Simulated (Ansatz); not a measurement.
**BHBr (SMILES [BH]Br) at 6 levels**

Aim: a comparison of 6 runs (U-revPBE/STO-3G, U-wB97M-V/STO-3G, UBHLYP/STO-3G, UHSE06/STO-3G, USVWN5/STO-3G, UCCSD/STO-3G) of BHBr. 

The results are computed with Ansatz 0.2.0.

50 further runs of the same task are left out: 6 that didn't finish, 44 set aside as unsound or not needed.

## 1. Starting point

BHBr has 3 atoms, charge 0, and is taken as a doublet. As SMILES, `[BH]Br`. The H3–B1 distance was set to 1.789 Å, away from the relaxed value. At this shape a bond of the SMILES string is far longer than usual.

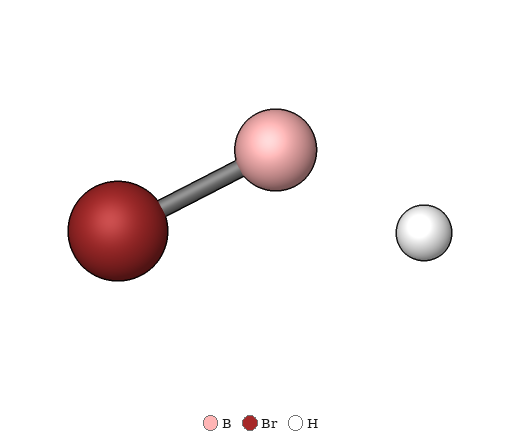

The structure, seen from a chosen angle (boron pink, bromine red, hydrogen white).

## 2. A single-point energy at U-revPBE/STO-3G (run 1)

run.yaml reads:

```yaml
crystal:
  periodic: [false, false, false]
  atoms:
    - symbol: B
      position_ang: [0.406914, -0.731985, 0.130083]
    - symbol: Br
      position_ang: [1.682414, 0.354215, 0.955583]
    - symbol: H
      position_ang: [-1.097400, -0.105000, -0.607300]
basis:
  gaussian: {orbitals: STO-3G}
magnetization: {spin_polarized: true, initial_magnetization: 1}
hamiltonian: {xc: {name: revPBE}}
accuracy: high
```

Launch:

```
$ ansatz run run.yaml --threads 1 --pin off --max-ram 2610MiB --events-out events.jsonl --progress --plain --runs-dir runs
```

The program printed:

```text
Warning: RAYON_NUM_THREADS=1 ignored (pool sized by the plan → 1); use --threads N
Functional definition: revPBE
  name "revPBE"
  parameter kappa = 1.245
  parameter beta = 0.06672455060314922
  exchange = pbe_x(kappa = kappa, mu = beta*pi^2/3)
  correlation = pbe_c(beta = beta)
319 factors; integrals over basis functions are off by at most 1.9e-8 eV
mean field evaluation 1: about -69952.9286 eV, gradient 7.7e0 eV
mean field evaluation 2: about -69951.3177 eV, gradient 1.5e1 eV
mean field evaluation 4: about -69953.6634 eV, gradient 8.0e-1 eV
mean field evaluation 8: about -69953.6183 eV, gradient 1.5e-2 eV
mean field evaluation 16: about -69953.6183 eV, gradient 8.7e-7 eV
mean field -69953.61830671 eV, -2570.7480565061 hartree, gradient 1.8e-8 eV, S^2 0.757088; 0 other end points of the search recorded, 0 dependent functions left out
reference -69953.61830865 eV, -2570.7480565773 hartree; 21, 20 occupied and 3, 4 virtual orbitals, 319 factors
Total energy: -69953.61830865 eV, -2570.7480565773 hartree
```

Wall time 1.6 s (1 thread of Arm Neoverse V1, shared host); peak memory 0.11 GiB.

## 3. The energy at U-wB97M-V/STO-3G (run 2)

molecule.yaml reads:

```yaml
crystal:
  periodic: [false, false, false]
  atoms:
    - {symbol: B, position_ang: [0.406914, -0.731985, 0.130083]}
    - {symbol: Br, position_ang: [1.682414, 0.354215, 0.955583]}
    - {symbol: H, position_ang: [-1.097400, -0.105000, -0.607300]}
basis:
  gaussian: {orbitals: STO-3G}
magnetization: {spin_polarized: true, initial_magnetization: 1}
hamiltonian: {xc: {name: wB97M-V}}
accuracy: high
```

Launch:

```
$ ansatz run molecule.yaml --threads 1 --pin off --max-ram 2610MiB --events-out events.jsonl --progress --plain --runs-dir runs
```

The program printed (excerpt; [...] marks lines left out):

```text
Warning: RAYON_NUM_THREADS=1 ignored (pool sized by the plan → 1); use --threads N
Functional definition: wB97M-V
  name "wB97M-V"
[...]
  gx(w, u) = 1 - cx + cx01*u + cx10*w
  gss(w, u) = css00 + css04*u^4 + css10*w + css20*w^2 + css43*w^4*u^3
  gos(w, u) = cos00 + cos10*w + (cos20 + cos21*u)*w^2 + (cos60 + cos61*u)*w^6
[...]
      + integral(e_c_pw_mod_opposite_spin*gos(b97_w_opposite, b97_u_opposite)) + vv10(b, c)
319 factors; integrals over basis functions are off by at most 1.9e-8 eV
109 factors; integrals over basis functions are off by at most 1.0e-9 eV
[...]
mean field -69962.05248025 eV, -2571.0580066667 hartree, gradient 3.7e-8 eV, S^2 0.758926; 0 other end points of the search recorded, 0 dependent functions left out
reference -69962.05248223 eV, -2571.0580067395 hartree; 21, 20 occupied and 3, 4 virtual orbitals, 319 factors
Total energy: -69962.05248223 eV, -2571.0580067395 hartree
```

It took 19 s on 1 thread of Arm Neoverse V1, shared host; peak memory 0.41 GiB.

Runs 3 to 5 aren't shown in full; the table further down has their settings and results.

## 4. A single-point energy at UCCSD/STO-3G (run 6)

job.yaml reads:

```yaml
crystal:
  periodic: [false, false, false]
  atoms:
    - {symbol: B, position_ang: [0.406914, -0.731985, 0.130083]}
    - {symbol: Br, position_ang: [1.682414, 0.354215, 0.955583]}
    - {symbol: H, position_ang: [-1.097400, -0.105000, -0.607300]}
basis:
  gaussian: {orbitals: STO-3G}
magnetization: {spin_polarized: true, initial_magnetization: 1}
correlation: {method: ccsd, frozen_orbitals: {B: 1, Br: 9, H: 0}}
accuracy: high
scf: {omitted_lower_state_checks: [cluster_reference, increment]}
```

Launch:

```
$ ansatz run job.yaml --threads 1 --pin off --max-ram 2610MiB --events-out events.jsonl --progress --plain --runs-dir runs
```

The program printed (excerpt; [...] marks lines left out):

```text
Warning: RAYON_NUM_THREADS=1 ignored (pool sized by the plan → 1); use --threads N
Functional definition: HF
  name "HF"
[...]
319 factors; integrals over basis functions are off by at most 1.9e-8 eV
[...]
mean field -69918.30059556 eV, -2569.4501545606 hartree, gradient 3.4e-8 eV, S^2 0.921187; 0 other end points of the search recorded, 0 dependent functions left out
10 core orbitals not correlated: weight in the atoms' cores, before any rotation towards them, 1.000 or more for the frozen orbitals, at most 0.000 for the correlated occupied ones
reference -69918.30059556 eV, -2569.4501545606 hartree; 11, 10 occupied and 3, 4 virtual orbitals, 319 factors
second order -1.05577251 eV of doubles, -0.00000000 eV of singles
cycle   1  -1.33243868 eV  change   -2.8e-1 eV  update   8.5e-2
[...]
cycle  27  -1.95008498 eV  change   -1.3e-9 eV  update  4.4e-10
Total energy: -69920.25068054 eV, -2569.5218188616 hartree
Checks for a lower state left out: cluster_reference, increment
```

It took 0.46 s on 1 thread of Arm Neoverse V1, shared host.

## 5. All runs side by side

| run | level | frozen core orbitals | energy (Eh) | ⟨S²⟩ | wall time |
| --- | --- | --- | --- | --- | --- |
| 1 | U-revPBE/STO-3G | – | -2570.748057 | 0.757 | 1.6 s |
| 2 | U-wB97M-V/STO-3G | – | -2571.058007 | 0.759 | 19 s |
| 3 | UBHLYP/STO-3G | – | -2571.068940 | 0.789 | 1.6 s |
| 4 | UHSE06/STO-3G | – | -2570.715972 | 0.764 | 2.1 s |
| 5 | USVWN5/STO-3G | – | -2566.912789 | 0.754 | 0.93 s |
| 6 | UCCSD/STO-3G | 10 | -2569.521819 | 0.921 | 0.46 s |

## 6. Results

| quantity | value |
| --- | --- |
| run 6: total energy | -2569.52182 Eh |
| run 6: correlation energy (10 core orbitals frozen) | -71.7 mEh |
| run 6: ⟨S²⟩ of the reference determinant | 0.921 |
| run 6: T1 diagnostic | 0.035 |

**Reading.** Totals of different functionals can't be ranked against each other. In runs 1, 2, 3, 4, 5, 6 the basis is minimal, so the values are rough. Spin contamination of the reference: run 6 ⟨S²⟩ = 0.92. All runs together took 26 s, the longest 19 s.
